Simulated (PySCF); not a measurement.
# [Yb(N2)]3+: other functionals and bases at one geometry

How far do other levels of theory move the description of [Yb(N2)]3+, and what does each cost? The species was built from a template and needn't be a known compound.

The runs use PySCF 2.14.0; several levels, as the steps say, no spin–orbit coupling.

3 further runs of the same task are left out: 2 for a known fault of the program, 1 that didn't finish.

## Step 1: The system as given

3 atoms, charge 3, spin multiplicity 1.

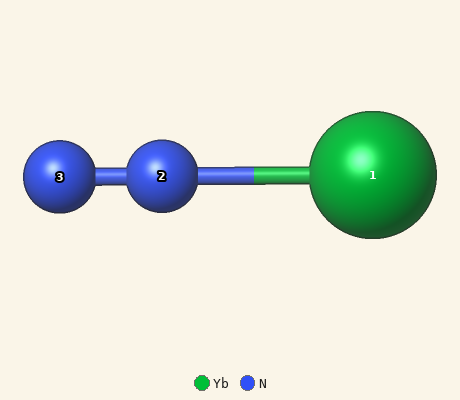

The geometry (ytterbium green, nitrogen blue); atoms are numbered from 1 in the order of the file.

Coordinates:

```
atom   x (Å)   y (Å)    z (Å)
 Yb1  0.0000  0.0000  -0.3686
  N2  0.0000  0.0000   1.9492
  N3  0.0000  0.0000   3.0743
```

Formal oxidation states: Yb +3. Each metal's 13 4f electrons lie in its core potential, so multiplicities, spins and levels count the valence alone. An earlier session relaxed this geometry at BP86, Yb lcecp-1-SVP with ECP59, N def2-SVP (singlet, point group C∞v).

At BP86 on the finer grid: E = -147.431241 Eh, HOMO -26.80 eV, LUMO -22.66 eV, Mulliken charge on Yb1 +2.62 e, largest force component 0.010 eV/Å. 

Levels to run: revPBE; r2SCAN; PBE0; HF; BP86, TZVP. Hardware: 2 threads of Intel Xeon 6975P-C (Granite Rapids), shared host.

## Step 2: revPBE

Input file run.py (the lines that set the calculation):

```python
mol = gto.M(atom='''
Yb     0.00000     0.00000    -0.36858
N      0.00000     0.00000     1.94923
N      0.00000     0.00000     3.07427''',
    basis={'Yb': 'lcecp-1-SVP', 'N': 'def2-SVP'},
    ecp={'Yb': 'lcecp-1-SVP'},
    charge=3, spin=0)
mf = dft.RKS(mol, xc='PBE_R,PBE')
mf.grids.atom_grid = (75, 302)  # f atoms: unpruned, at least (60, 302)
mf = mf.density_fit()  # fitting sets: Yb AutoAux, N def2-universal-JKFIT
mf.conv_tol = 1e-08; mf.max_cycle = 55
mf.kernel(dm0)  # dm0: the density of the relaxed state
```

Launch:

```
$ OMP_NUM_THREADS=2 python run.py
```

Log:

```text
init E= -147.401236682167
  HOMO = -0.979362969047347  LUMO = -0.830848898970718  gap/eV = 4.04127
cycle= 1 E= -147.401326128866  delta_E= -8.94e-05  |g|= 0.0036  |ddm|= 0.0442
  HOMO = -0.97875095590561  LUMO = -0.830204705127334  gap/eV = 4.04215
cycle= 2 E= -147.401314461226  delta_E= 1.17e-05  |g|= 0.00843  |ddm|= 0.00941
  HOMO = -0.979301921950912  LUMO = -0.830173070957303  gap/eV = 4.05800
cycle= 3 E= -147.401327601997  delta_E= -1.31e-05  |g|= 0.00264  |ddm|= 0.00658
  HOMO = -0.979191366281661  LUMO = -0.830327423082486  gap/eV = 4.05079
cycle= 4 E= -147.401329022851  delta_E= -1.42e-06  |g|= 0.000122  |ddm|= 0.00185
  HOMO = -0.979194136526568  LUMO = -0.830338601155529  gap/eV = 4.05057
cycle= 5 E= -147.401329026203  delta_E= -3.35e-09  |g|= 2.27e-05  |ddm|= 0.000151
  HOMO = -0.979205392531568  LUMO = -0.830332759398226  gap/eV = 4.05103
Extra cycle  E= -147.401329025541  delta_E= 6.61e-10  |g|= 5.8e-05  |ddm|= 8.27e-05
converged SCF energy = -147.401329025541
```

Wall time 1.2 s (2 threads of Intel Xeon 6975P-C (Granite Rapids), shared host).

It gives: E = -147.401329 Eh, HOMO -26.65 eV, LUMO -22.59 eV, Mulliken charge on Yb1 +2.62 e, largest force component 0.204 eV/Å. 

## Step 3: r2SCAN

run.py (the lines that set the calculation): that of step 2 with these lines changed.

```diff
@@ -7,3 +7,3 @@
     charge=3, spin=0)
-mf = dft.RKS(mol, xc='PBE_R,PBE')
+mf = dft.RKS(mol, xc='R2SCAN')
 mf.grids.atom_grid = (75, 302)  # f atoms: unpruned, at least (60, 302)
```

Launch:

```
$ OMP_NUM_THREADS=2 python run.py
```

Log:

```text
init E= -147.347700831794
  HOMO = -0.998977112444875  LUMO = -0.805279450493356  gap/eV = 5.27078
cycle= 1 E= -147.348725591355  delta_E= -0.00102  |g|= 0.0168  |ddm|= 0.138
  HOMO = -0.996231739196659  LUMO = -0.807401682195782  gap/eV = 5.13833
cycle= 2 E= -147.348404826147  delta_E= 0.000321  |g|= 0.0439  |ddm|= 0.04
  HOMO = -0.994890643423069  LUMO = -0.807513482029013  gap/eV = 5.09879
cycle= 3 E= -147.34877252624  delta_E= -0.000368  |g|= 0.00851  |ddm|= 0.0292
  HOMO = -0.996394913853182  LUMO = -0.80704610657027  gap/eV = 5.15244
cycle= 4 E= -147.348791815702  delta_E= -1.93e-05  |g|= 0.00052  |ddm|= 0.0083
  HOMO = -0.996318294010761  LUMO = -0.806920852053538  gap/eV = 5.15377
cycle= 5 E= -147.348791878357  delta_E= -6.27e-08  |g|= 4.74e-05  |ddm|= 0.000584
  HOMO = -0.996324654816124  LUMO = -0.806932676154807  gap/eV = 5.15362
cycle= 6 E= -147.348791878835  delta_E= -4.78e-10  |g|= 1.13e-05  |ddm|= 6.4e-05
  HOMO = -0.996321199148889  LUMO = -0.806933879384431  gap/eV = 5.15349
Extra cycle  E= -147.34879187866  delta_E= 1.75e-10  |g|= 3.1e-05  |ddm|= 3.25e-05
converged SCF energy = -147.34879187866
```

Run time: 1.6 s. Hardware: 2 threads of Intel Xeon 6975P-C (Granite Rapids), shared host.

Read off: E = -147.348792 Eh, HOMO -27.11 eV, LUMO -21.96 eV, Mulliken charge on Yb1 +2.68 e, largest force component 1.628 eV/Å. 

## Step 4: PBE0

run.py (the lines that set the calculation): that of step 3 with these lines changed.

```diff
@@ -7,3 +7,3 @@
     charge=3, spin=0)
-mf = dft.RKS(mol, xc='R2SCAN')
+mf = dft.RKS(mol, xc='PBE0')
 mf.grids.atom_grid = (75, 302)  # f atoms: unpruned, at least (60, 302)
```

Launch:

```
$ OMP_NUM_THREADS=2 python run.py
```

Log:

```text
init E= -147.255252430575
  HOMO = -1.05059957062992  LUMO = -0.788052960059001  gap/eV = 7.14426
cycle= 1 E= -147.256923715791  delta_E= -0.00167  |g|= 0.0206  |ddm|= 0.166
  HOMO = -1.05160564246745  LUMO = -0.792740098938003  gap/eV = 7.04409
cycle= 2 E= -147.256616378188  delta_E= 0.000307  |g|= 0.0446  |ddm|= 0.047
  HOMO = -1.04907272291294  LUMO = -0.793022623444231  gap/eV = 6.96748
cycle= 3 E= -147.257001949815  delta_E= -0.000386  |g|= 0.00549  |ddm|= 0.0294
  HOMO = -1.05005224973565  LUMO = -0.792435606048794  gap/eV = 7.01011
cycle= 4 E= -147.257008518244  delta_E= -6.57e-06  |g|= 0.000848  |ddm|= 0.00525
  HOMO = -1.04977092632233  LUMO = -0.792422737543567  gap/eV = 7.00280
cycle= 5 E= -147.257008714034  delta_E= -1.96e-07  |g|= 0.000133  |ddm|= 0.00101
  HOMO = -1.04981108970198  LUMO = -0.792431670392986  gap/eV = 7.00365
cycle= 6 E= -147.257008718558  delta_E= -4.52e-09  |g|= 6.09e-06  |ddm|= 0.000215
  HOMO = -1.04980896328538  LUMO = -0.792433552283208  gap/eV = 7.00354
Extra cycle  E= -147.257008718564  delta_E= -6.62e-12  |g|= 5.03e-06  |ddm|= 1.39e-05
converged SCF energy = -147.257008718564
```

Run time: 1.2 s. Hardware: 2 threads of Intel Xeon 6975P-C (Granite Rapids), shared host.

Result: E = -147.257009 Eh, HOMO -28.57 eV, LUMO -21.56 eV, Mulliken charge on Yb1 +2.67 e, largest force component 2.457 eV/Å. 

## Step 5: HF

run.py (the lines that set the calculation): that of step 4 with these lines changed.

```diff
@@ -7,4 +7,3 @@
     charge=3, spin=0)
-mf = dft.RKS(mol, xc='PBE0')
-mf.grids.atom_grid = (75, 302)  # f atoms: unpruned, at least (60, 302)
+mf = scf.RHF(mol)
 mf = mf.density_fit()  # fitting sets: Yb AutoAux, N def2-universal-JKFIT
```

Launch:

```
$ OMP_NUM_THREADS=2 python run.py
```

Log:

```text
init E= -146.463448105815
  HOMO = -1.20396792453981  LUMO = -0.651718947008071  gap/eV = 15.02746
cycle= 1 E= -146.486699335115  delta_E= -0.0233  |g|= 0.0621  |ddm|= 0.43
  HOMO = -1.20452431384201  LUMO = -0.659130668655537  gap/eV = 14.84092
cycle= 2 E= -146.487957225146  delta_E= -0.00126  |g|= 0.0332  |ddm|= 0.144
  HOMO = -1.20301391886665  LUMO = -0.661834847690038  gap/eV = 14.72623
cycle= 3 E= -146.488201577239  delta_E= -0.000244  |g|= 0.0191  |ddm|= 0.0349
  HOMO = -1.20048206251438  LUMO = -0.662301404936956  gap/eV = 14.64464
cycle= 4 E= -146.488286610521  delta_E= -8.5e-05  |g|= 0.00196  |ddm|= 0.0302
  HOMO = -1.20101076844999  LUMO = -0.662227401390624  gap/eV = 14.66104
cycle= 5 E= -146.488288062633  delta_E= -1.45e-06  |g|= 0.000697  |ddm|= 0.00493
  HOMO = -1.20080331007586  LUMO = -0.662232194061541  gap/eV = 14.65527
cycle= 6 E= -146.488288227431  delta_E= -1.65e-07  |g|= 0.000187  |ddm|= 0.00133
  HOMO = -1.20083512147775  LUMO = -0.662217156259654  gap/eV = 14.65654
cycle= 7 E= -146.488288238952  delta_E= -1.15e-08  |g|= 1.99e-05  |ddm|= 0.000439
  HOMO = -1.20083613277404  LUMO = -0.662215486891039  gap/eV = 14.65661
cycle= 8 E= -146.488288239065  delta_E= -1.13e-10  |g|= 2.24e-06  |ddm|= 3.88e-05
  HOMO = -1.20083544138347  LUMO = -0.662215516255563  gap/eV = 14.65659
Extra cycle  E= -146.488288239067  delta_E= -1.82e-12  |g|= 9.11e-07  |ddm|= 5.13e-06
converged SCF energy = -146.488288239067
```

Wall time 0.5 s (2 threads of Intel Xeon 6975P-C (Granite Rapids), shared host).

Read off: E = -146.488288 Eh, HOMO -32.68 eV, LUMO -18.02 eV, Mulliken charge on Yb1 +2.79 e, largest force component 7.494 eV/Å. 

## Step 6: BP86, TZVP

Basis: Yb lcecp-1-TZVP with ECP59, N def2-TZVP. 

Input file run.py (the lines that set the calculation):

```python
mol = gto.M(atom='''
Yb     0.00000     0.00000    -0.36858
N      0.00000     0.00000     1.94923
N      0.00000     0.00000     3.07427''',
    basis={'Yb': 'lcecp-1-TZVP', 'N': 'def2-TZVP'},
    ecp={'Yb': 'lcecp-1-TZVP'},
    charge=3, spin=0)
mf = dft.RKS(mol, xc='B88,P86')
mf.grids.atom_grid = (75, 302)  # f atoms: unpruned, at least (60, 302)
mf = mf.density_fit()  # fitting sets: Yb AutoAux, N def2-universal-JKFIT
mf.conv_tol = 1e-08; mf.max_cycle = 55
mf.kernel(dm0)  # dm0: free metal ions and neutral atoms
```

Launch:

```
$ OMP_NUM_THREADS=2 python run.py
```

Log:

```text
init E= -138.146202900413
  HOMO = -1.68765143012851  LUMO = -1.46556188323145  gap/eV = 6.04336
cycle= 1 E= -146.643117063588  delta_E= -8.5  |g|= 2.39  |ddm|= 2.59
cycle= 2 E= -130.134629295964  delta_E= 16.5  |g|= 5.13  |ddm|= 3.94
  HOMO = -1.19417736482228  LUMO = -0.910656063529321  gap/eV = 7.71501
cycle= 3 E= -146.709472518433  delta_E= -16.6  |g|= 1.95  |ddm|= 3.73
  HOMO = -0.935629748850225  LUMO = -0.763528765926658  gap/eV = 4.68311
cycle= 4 E= -146.77630366209  delta_E= -0.0668  |g|= 1.92  |ddm|= 1.73
  HOMO = -1.01570536484334  LUMO = -0.823376594805211  gap/eV = 5.23353
cycle= 5 E= -147.544167236882  delta_E= -0.768  |g|= 0.297  |ddm|= 1.06
  HOMO = -0.975852845636208  LUMO = -0.839549434563712  gap/eV = 3.70900
cycle= 6 E= -147.560367433823  delta_E= -0.0162  |g|= 0.0885  |ddm|= 0.266
  HOMO = -0.986823461445884  LUMO = -0.834764254352555  gap/eV = 4.13774
cycle= 7 E= -147.562309484968  delta_E= -0.00194  |g|= 0.0295  |ddm|= 0.0872
  HOMO = -0.987021837560976  LUMO = -0.835049259509205  gap/eV = 4.13538
cycle= 8 E= -147.562468502654  delta_E= -0.000159  |g|= 0.00702  |ddm|= 0.0146
  HOMO = -0.986775766141934  LUMO = -0.834790288125684  gap/eV = 4.13574
cycle= 9 E= -147.562477517009  delta_E= -9.01e-06  |g|= 0.00137  |ddm|= 0.00515
  HOMO = -0.986744186281447  LUMO = -0.834753755900168  gap/eV = 4.13587
cycle= 10 E= -147.562477875267  delta_E= -3.58e-07  |g|= 9.22e-05  |ddm|= 0.000848
  HOMO = -0.986769945065582  LUMO = -0.834753026291509  gap/eV = 4.13659
cycle= 11 E= -147.562477877757  delta_E= -2.49e-09  |g|= 7.69e-06  |ddm|= 0.000133
  HOMO = -0.986766886762803  LUMO = -0.834752200285809  gap/eV = 4.13653
Extra cycle  E= -147.562477877763  delta_E= -5.88e-12  |g|= 4.91e-06  |ddm|= 1.58e-05
converged SCF energy = -147.562477877763
```

Wall time 4.5 s (2 threads of Intel Xeon 6975P-C (Granite Rapids), shared host).

Result: E = -147.562478 Eh, HOMO -26.85 eV, LUMO -22.71 eV, Mulliken charge on Yb1 +2.71 e, largest force component 1.147 eV/Å. 

## Step 7: Results

| level | state | HOMO (eV) | gap (eV) | charge on Yb1 (e) | dipole (D) | largest force (eV/Å) | basis functions | time |
| --- | --- | --- | --- | --- | --- | --- | --- | --- |
| BP86 (relaxed here) | singlet | -26.80 | 4.13 | 2.62 | 0.12 | 0.01 | 61 | 2.4 s |
| revPBE | singlet | -26.65 | 4.05 | 2.62 | 0.10 | 0.20 | 61 | 1.2 s |
| r2SCAN | singlet | -27.11 | 5.15 | 2.68 | 0.45 | 1.63 | 61 | 1.6 s |
| PBE0 | singlet | -28.57 | 7.00 | 2.67 | 0.46 | 2.46 | 61 | 1.2 s |
| HF | singlet | -32.68 | 14.66 | 2.79 | 1.00 | 7.49 | 61 | 0.5 s |
| BP86, TZVP | singlet | -26.85 | 4.14 | 2.71 | 0.01 | 1.15 | 109 | 4.5 s |

Times are on 2 threads of Intel Xeon 6975P-C (Granite Rapids), shared host; the first row also made further properties. The dipole of a charged species depends on the origin, so these sizes hold for this origin alone.

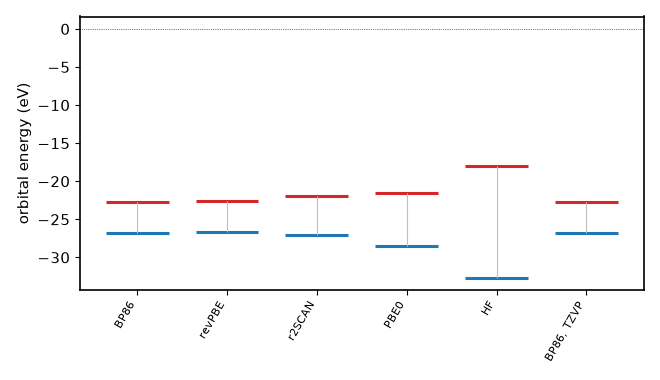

Highest filled and lowest empty level, method by method.

In one basis the HOMO–LUMO gap runs from 4.05 eV (revPBE) to 14.66 eV (HF). The largest leftover force, 7.49 eV/Å with HF, stands at a geometry relaxed at another level. The Mulliken charge on Yb spans +2.62 to +2.79 e over the levels. With 4f in the core, its levels are missing from HOMO and gap. Total energies of different levels can't be compared. Spin–orbit coupling is left out throughout.
